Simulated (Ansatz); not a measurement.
# Cl$_{2}$Sn···HCl: what the fields show

Input

```
crystal:
  periodic: [false, false, false]
  atoms:
    - { symbol: Sn, position_ang: [-0.828795, 0.000988, 0.315834] }
    - { symbol: H, position_ang: [1.684108, -0.002236, 1.856543] }
    - { symbol: Cl, position_ang: [2.709482, 0.001001, 1.00915] }
    - { symbol: Cl, position_ang: [-1.202255, 1.814424, -1.180591] }
    - { symbol: Cl, position_ang: [-1.201239, -1.814177, -1.178736] }
basis:
  gaussian: { orbitals: def2-SVP }
hamiltonian:
  xc: cam_b3lyp
relax:
  f_tol: 0.03
  max_steps: 50
output:
  orbitals: {}
```

Run with:

```sh
ansatz run input.yaml --threads 2 --pin off --max-ram 3072MiB --backend cpu --events-out ev --progress --plain --runs-dir out
```

The fields are those of the run's last geometry, not of the input's.

Core potentials replace the inner electrons of Sn.

Method: RKS CAM-B3LYP/def2-SVP (Ansatz).

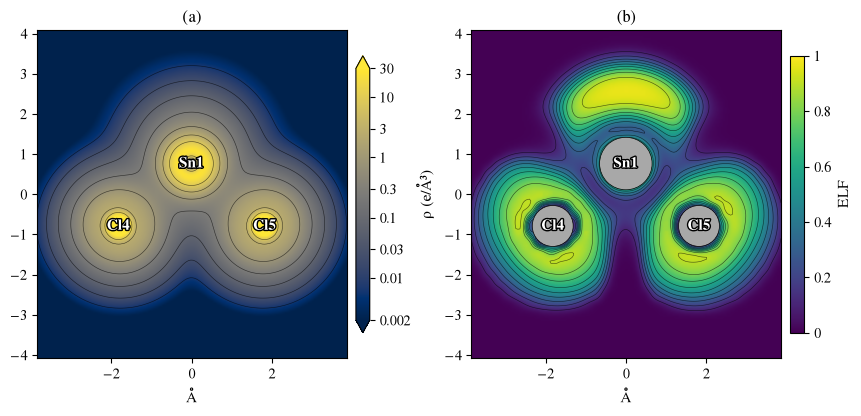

Figure 1. (a) electron density; (b) electron localisation function on the plane of atoms Cl4, Sn1 and Cl5. Grey discs cover the atomic cores in the ELF map.

> What do the fields say about this system?

- The plane passes through Sn and Cl nuclei.
- Sn–Cl (2.39 Å): the density is about 0.49 e/Å³ at the midpoint; the ELF peaks at about 0.85 in the valence shell of Cl, 0.8 Å from its nucleus, and drops to about 0.15 between the two atoms.
- The ELF also peaks beside Cl4 and Cl5, away from the bonds: lone-pair regions.

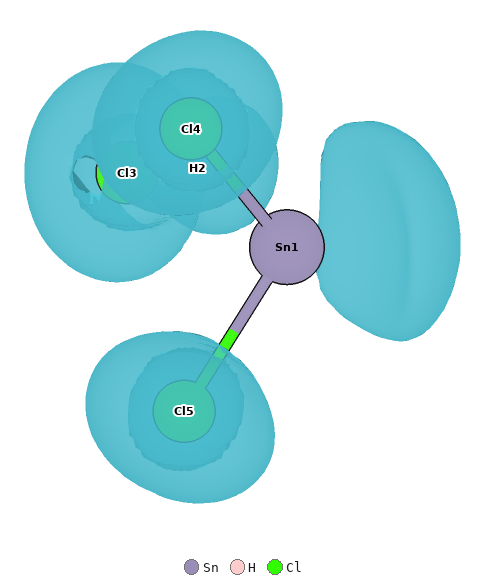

Figure 2. Isosurface of the ELF at 0.8 (cyan), seen at an oblique angle. Only the valence region is drawn (cores and ρ < 0.01 e/Å³ removed).

> Identify the bonds, lone pairs and shells in this picture.

The surface consists of one region around a hydrogen nucleus, one ring or bowl of non-bonding electrons around Cl, one lobe on Sn, pointing away from the bonds (lone pairs) and two regions wrapped around Cl (the valence shell of each).


Sn1···Cl3 (3.18 Å): the ELF dips to about 0.10 between them.

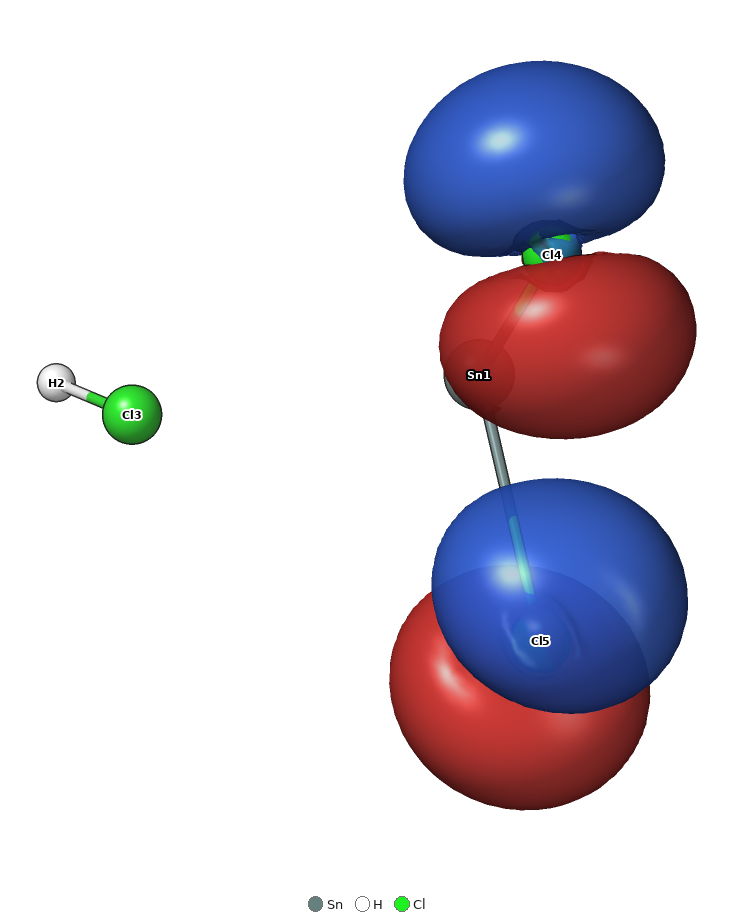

Figure 3. The HOMO−1 at ±0.1 Å⁻³ᐟ² (red and blue are the two phases), seen at a tilt.

> Describe this orbital and give its energy.

Its weight (Hirshfeld) is mainly on Cl5 (about 50 %) and Cl4 (about 45 %); largely a combination of lone pairs on Cl5 and Cl4. Its energy is −9.41 eV.
